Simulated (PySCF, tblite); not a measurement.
**C₆H₉NOSi: geometry, infrared bands and NMR shifts**

Wanted: the infrared bands and NMR shifts of C₆H₉NOSi (`CO[Si@@H]1CC=C(C#N)C1`), by calculation.

Programs: tblite 0.8.0 and PySCF 2.14.0, with density-fitted response routines of our own. Each step states its level of theory. These are calculated values for one molecule in the gas phase, unless marked as measured. Atoms are numbered from 0 throughout.

## Step 1: The starting structure

18 atoms, charge 0, multiplicity 1; geometry from: force field or distance geometry start.

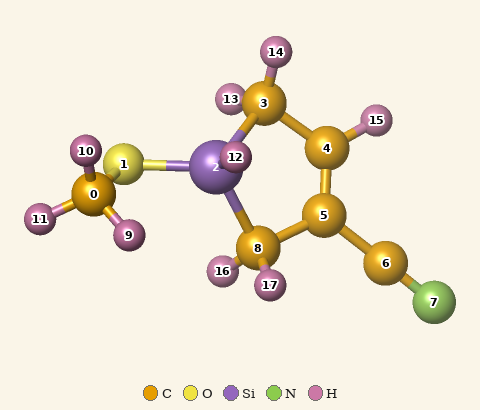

The starting geometry (carbon amber, oxygen yellow, silicon purple, nitrogen green, hydrogen pink), atoms numbered.

## Step 2: Relaxing the molecule with GFN2-xTB

The job: settings as JSON, then the geometry in Å.

```
{"job": {"kind": "relax", "xc": "GFN2-xTB", "basis": "xTB"}, "charge": 0, "multiplicity": 1}
C     -2.909200    -0.873100    -0.280500
O     -2.033000    -0.156200    -1.118800
Si    -0.685700     0.259400    -0.093200
C      0.319200     1.675000    -0.855200
C      1.672700     1.202900    -0.517800
C      1.868200    -0.019700    -0.259300
C      3.215500    -0.552800     0.073100
N      4.282000    -0.997900     0.349000
C      0.732200    -0.953200    -0.274300
H     -2.363100    -1.437400     0.507300
H     -3.586200    -0.151900     0.224200
H     -3.543600    -1.591500    -0.859900
H     -1.074900     0.508900     1.290300
H      0.207900     1.601500    -1.962500
H      0.031500     2.645600    -0.421300
H      2.509100     1.963000    -0.513900
H      0.636300    -1.538100    -1.199000
H      0.712300    -1.578200     0.635300
```

Launch:

```
$ OMP_NUM_THREADS=1 python probes_run.py task.json out
```

This one command runs all jobs of the session in turn.

**Question.** This job is followed by: GFN2-xTB harmonic vibrations, gas phase; GIAO PBE0/pcSseg-1 NMR shielding, non-relativistic, gas phase. What will the session give for the following? strongest single infrared mode (GFN2-xTB); zero-point energy (GFN2-xTB); 13C shifts against TMS (PBE0/pcSseg-1); 1H shifts against TMS (PBE0/pcSseg-1, means over atoms taken as alike); 17O shifts against H2O (PBE0/pcSseg-1); 29Si shifts against TMS (PBE0/pcSseg-1); 15N shifts against NH3 (PBE0/pcSseg-1).

As calculated:

```
                                                              quantity                                         value
                             strongest single infrared mode (GFN2-xTB)                         2236 cm⁻¹, 330 km/mol
                                          zero-point energy (GFN2-xTB)                                 84.6 kcal/mol
                                13C shifts against TMS (PBE0/pcSseg-1)     157.7, 123.4, 120.4, 54.0, 23.5, 22.8 ppm
1H shifts against TMS (PBE0/pcSseg-1, means over atoms taken as alike)  6.92, 5.43, 3.89, 1.81, 1.81, 1.78, 1.57 ppm
                                17O shifts against H2O (PBE0/pcSseg-1)                                      14.4 ppm
                               29Si shifts against TMS (PBE0/pcSseg-1)                                      12.1 ppm
                                15N shifts against NH3 (PBE0/pcSseg-1)                                     315.7 ppm
```

In words: The optimisation took 130 steps and gained 1.139 eV; among the close pairs (by a distance rule), O1–Si2 changed most, from 1.744 to 1.620 Å. No mode is imaginary among the 48: a minimum at this level. The strongest single mode, at 2236 cm⁻¹, moves mainly H12. GFN2-xTB is a fitted tight-binding method: band positions and strengths are rough. Its intensities can rank the bands wrongly. H15 (hydrogen on an alkene CH) lies farthest downfield among hydrogen, at 6.92 ppm; attached to an sp2 carbon and in the plane of the double bond. At PBE0/pcSseg-1: Shielding is most anisotropic at N7 (span 417 ppm, paramagnetic term -389 ppm).
